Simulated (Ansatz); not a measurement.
# HfO2: response to strain

Start from HfO2 in the fluorite structure (space group Fm-3m, No. 225; a = 5.001 Å). Axes: x, y, z lie along the cube axes.

Strains are applied to the cell and any free atomic positions relax.

Method: LDA (Ansatz, an electronic-structure program), no SOC.

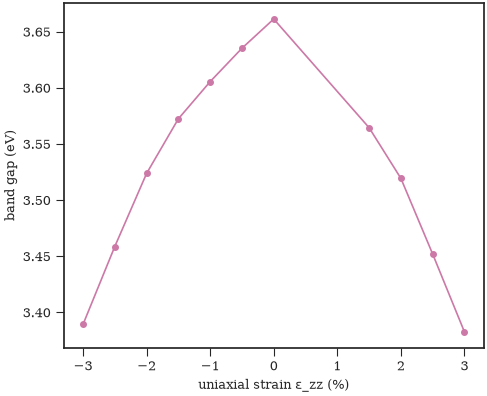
*Band gap against uniaxial strain ε_zz*

**Question.** From the plot, what is the band gap for uniaxial strain ε_zz = −3.00 %?

**Answer.** About 3.39 eV.

**Question.** Is the trend monotonic over the range shown?

**Answer.** No, it turns within the range, spanning 3.38 eV to 3.66 eV.

With Hf present, leaving out spin-orbit coupling can change the band edges. Whether these cells are dynamically stable was not tested. This is not the structure that HfO2 has at room temperature and ambient pressure.
